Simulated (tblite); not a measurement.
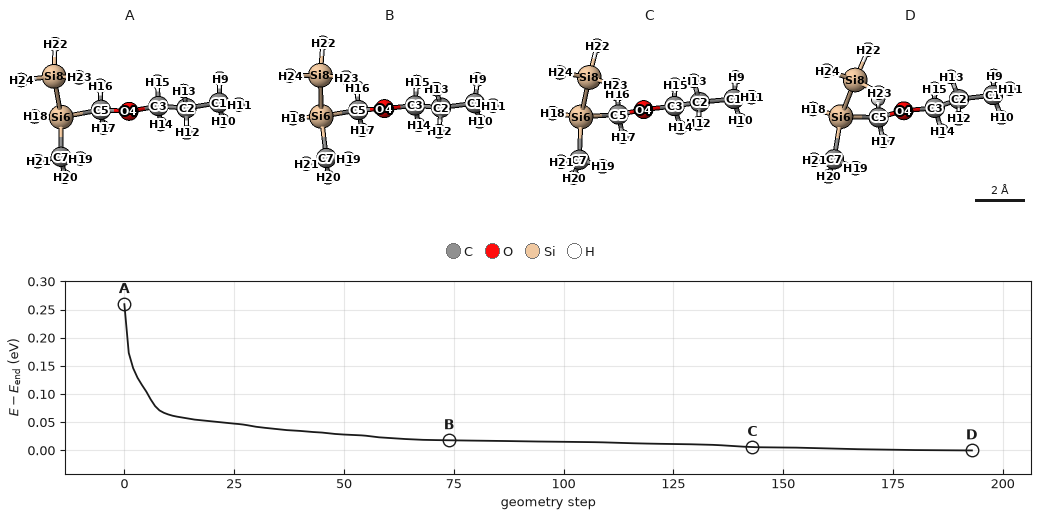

Frames of a relaxation of C5H16OSi2, marked on the history of the run. A ball-and-stick model, seen at a tilt.

The calculation used GFN2-xTB geometry optimisation, gas phase (tblite). 

Question: Describe the path.

Answer: The energy falls by 0.260 eV in 193 geometry steps. H22 moves most after the best rigid fit: 1.41 Å. By element the largest moves are H 1.41 Å, Si 0.89 Å, C 0.50 Å, O 0.28 Å. Near-neighbour distances that change, for instance: Si6–C7 1.849 → 1.907 Å, C5–Si6 1.879 → 1.916 Å, C3–O4 1.437 → 1.406 Å, Si8–H23 1.494 → 1.465 Å. Among the angles between lasting bonds that change: O4–C5–Si6 115.7° → 102.2°, Si8–Si6–H18 110.2° → 118.7°, Si6–C5–H17 108.0° → 114.5°. Groups turn about C5–Si6 by about 30°. The run took 3.3 s on 1 thread of Arm Neoverse N1, with other jobs on the host. From step 0 to 74: H atoms move most (0.42 Å), energy −0.242 eV. From step 74 to 143: H atoms move most (0.61 Å), energy −0.012 eV. From step 143 to 193: H22 moves most (0.50 Å), energy −0.006 eV.
